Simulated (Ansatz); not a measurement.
# Ag, response to strain

Start from Ag in the fcc (Cu type) structure (space group Fm-3m, No. 225; a = 4.1489 Å; relaxed with 0.1 eV smearing).

Strains are applied to the cell and any free atomic positions relax.

Method: Ansatz (a quantum-chemistry and plane-wave program), PBE, PAW, cutoff 420 eV, no SOC, earlier PAW set.

Notes on the quantities. energy relative to the base: free energy F.

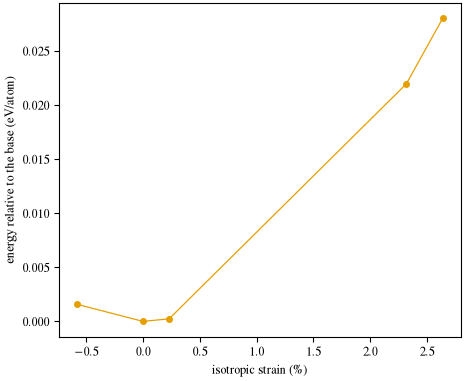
Figure. Energy relative to the base against isotropic strain

Q: From the plot, what is the energy relative to the base for isotropic strain +2.64 %?

A: About 0.028 eV/atom.

Q: Is the trend monotonic over the range shown?

A: No, it turns within the range, spanning 0 meV/atom to +28 meV/atom.

Whether these cells are dynamically stable was not tested.
